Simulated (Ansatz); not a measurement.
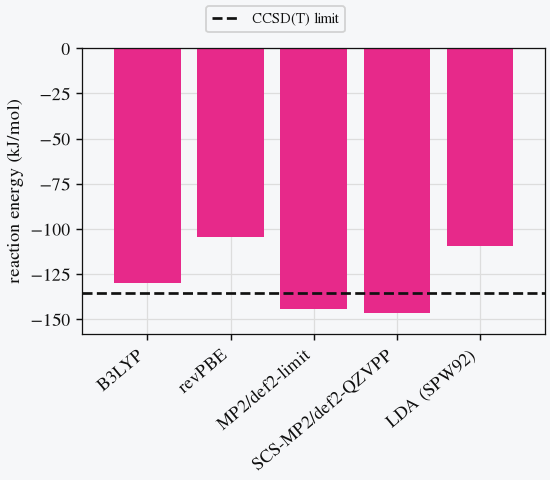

Electronic reaction energy of BSiH₄Br (B[SiH2]Br) + SiH₄O (O[SiH3]) → Si₂H₅OBr ([SiH3]O[SiH2]Br) + BH₃ (B) (SMILES in brackets) at several levels (functionals in def2-TZVPP unless a basis is named), isolated molecules at PBE0-D4 triple-zeta geometries, minima by their frequencies, no zero-point or thermal terms, the Ansatz code 0.2.0. The line is frozen-core CCSD(T) at the basis limit (MP2 extrapolated from triple and quadruple zeta, plus CCSD(T) less MP2 in a smaller set). The distance of SCS-MP2/def2-QZVPP to the limit includes basis error.

**What range do the values span, the line included?**

From −146.4 kJ/mol (SCS-MP2/def2-QZVPP) to −104.6 kJ/mol (revPBE).

**Give the values.**

```csv
level,kJ/mol,less CCSD(T) limit
B3LYP,−129.9,5.5
revPBE,−104.6,30.8
MP2/def2-limit,−144.4,−9.0
SCS-MP2/def2-QZVPP,−146.4,−11.0
LDA (SPW92),−109.5,25.9
CCSD(T) limit,−135.4,0.0
```

Note: no scalar relativity up to krypton; outer-core shells are correlated without core-valence functions, which makes the correlated values less sure; one conformer of each flexible molecule.
